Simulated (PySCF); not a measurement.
The calculation's input:

```
# [OH][Sn][F]
from pyscf import gto, dft

mol = gto.Mole()
mol.atom = '''
F       -0.784229       1.775184      -0.201027
O        0.021400      -1.033739       0.195584
Sn       0.880304       0.800910       0.307461
H       -0.921835      -0.947544      -0.064517
'''
mol.basis = 'def2-tzvpd'
mol.charge = 0
mol.ecp = {'Sn': 'def2-svp'}
mol.max_memory = 3720
mol.verbose = 3
mol.build()

mf = dft.RKS(mol)
mf.xc = 'pbe0'
mf = mf.density_fit(auxbasis='def2-universal-jkfit')
mf.max_cycle = 100
mf.conv_tol = 1e-09
mf.grids.level = 3
mf.kernel()
if not mf.converged:
    mf = mf.newton().run(mf.mo_coeff, mf.mo_occ)

e_final = mf.e_tot
print('Final energy', e_final)
grad = mf.nuc_grad_method().kernel()
mf.analyze()
```

Command:

```sh
OMP_NUM_THREADS=2 python job.py
```

Geometry: BLYP-D3(BJ)/def2-SVP; core potentials replace the inner electrons of Sn.

Theory: Gaussian-basis quantum chemistry of an isolated molecule with PySCF, energy and nuclear gradient, functional PBE0 in PySCF 2.14.0.

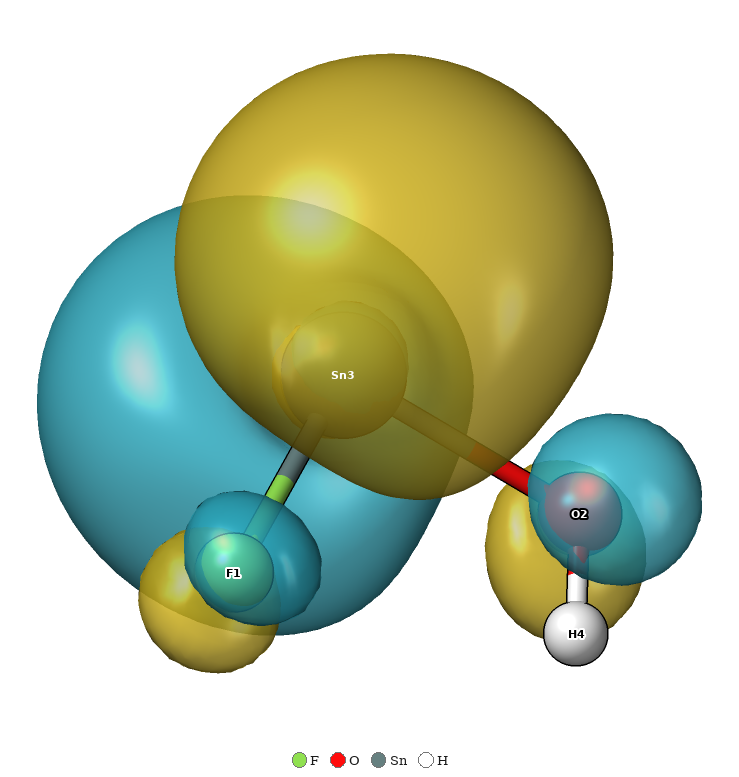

FHOSn (SMILES [OH][Sn][F]). One frontier orbital at ±0.08 Å⁻³ᐟ² (yellow and cyan are the two phases), seen at a tilt.

> Which orbital is it: HOMO or LUMO?

The LUMO, at −2.59 eV. It lies mainly on Sn3 (about 90 %) and O2 (about 5 %); it changes sign across the molecular plane (π type).
